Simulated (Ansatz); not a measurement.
Generalised stacking fault of NaI (rock salt) on the {100} plane. The cell below holds the perfect crystal with the plane normal along z; tilting its third vector by the shift puts one fault into each cell, between planes 3.26 Å apart, at fixed cell height.

```
CELL_PARAMETERS angstrom
      4.61673     0.00000     0.00000
      0.00000     4.61673     0.00000
      2.30836     2.30836     9.79356
ATOMIC_POSITIONS crystal
  I  0.00000 0.00000 0.83333
  I  0.33333 0.33333 0.16667
  I  0.66667 0.66667 0.50000
  Na 0.83333 0.83333 0.16667
  Na 0.16667 0.16667 0.50000
  Na 0.50000 0.50000 0.83333
```

In-plane vectors a = (4.617, 0.000) Å, b = (0.000, 4.617) Å, area 21.31 Å². The shift is x·a + y·b, and the map repeats with period 1 in x and y. The shift is rigid: no atom relaxes. γ = [E(shift) − E(0)] / area.

The numbers are results of PBE (plane waves to 420 eV, PAW, scalar-relativistic; Ansatz, a first-principles code), not measurements. k mesh 6×6×6 (Γ-centred), Fermi-Dirac smearing 0.05 eV. Energies are extrapolated to zero smearing. Faults lie only 9.8 Å apart, and holding the cell height and the atoms raises γ above its relaxed value. NaI was relaxed with its symmetry unable to fall. Spin-orbit coupling is left out, though I is heavy. The zero of γ is zero shift.

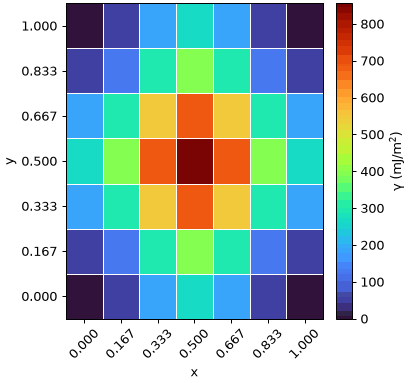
Figure. γ (mJ/m²), one tile a computed point (the last row and column repeat the first).

Where does the grid have local minima besides zero shift?

No grid point is one.

Stepping between nearest grid points (4 neighbours each), what is the highest γ met on the easiest way from zero shift to the shift a?

About 270 mJ/m².

Which grid point, or set of equal points, is the highest, and at what γ?

x = 0.500, y = 0.500 (about 860 mJ/m²).

(The slope of γ gives the shear force per area between the displaced halves; near zero shift its curvature is an elastic stiffness.)
